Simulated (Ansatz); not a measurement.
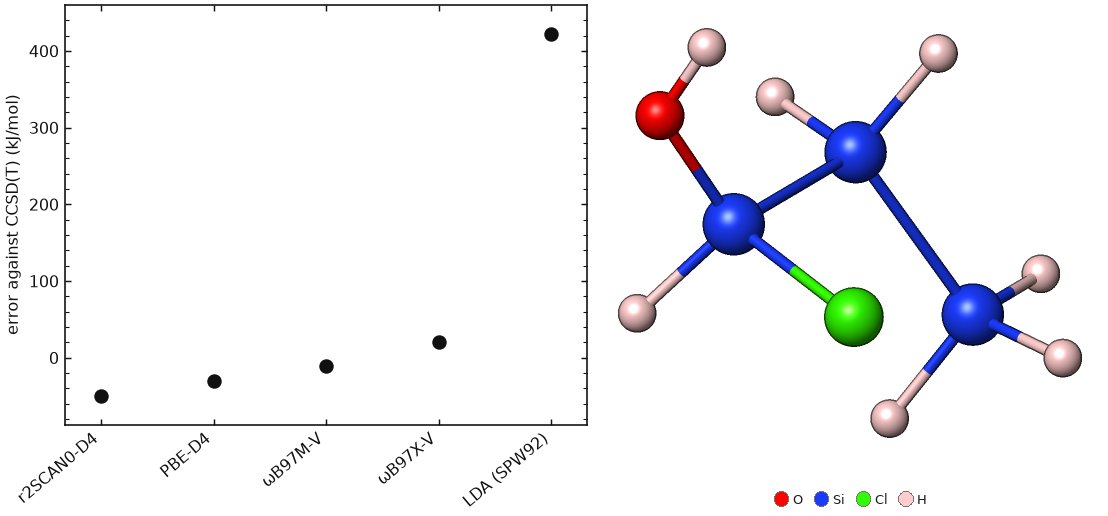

Error in the electronic atomisation energy (method less reference, so positive means overbinding) of Si₃H₇OCl, SMILES O[Si@H](Cl)[SiH2][SiH3]: functionals in def2-TZVPP against frozen-core CCSD(T) at the limit (MP2 extrapolated from triple and quadruple zeta, plus CCSD(T) less MP2 in a smaller set), which gives 3793.5 kJ/mol, at a PBE0-D4/def2-TZVP geometry (a minimum by its frequencies), no zero-point or spin-orbit term, the Ansatz code 0.2.0. The reference leaves out core correlation, a term that grows with the number of heavy atoms.

Which of these levels overbind, and which underbind?

Overbind: LDA (SPW92). Underbind: r2SCAN0-D4 and PBE-D4. Within 25 kJ/mol of zero, too close to call in view of what the reference leaves out: ωB97M-V and ωB97X-V.

What range do the values span?

From −49.3 kJ/mol (r2SCAN0-D4) to 422.2 kJ/mol (LDA (SPW92)).

Limits of at least one run: one conformer of a flexible molecule.
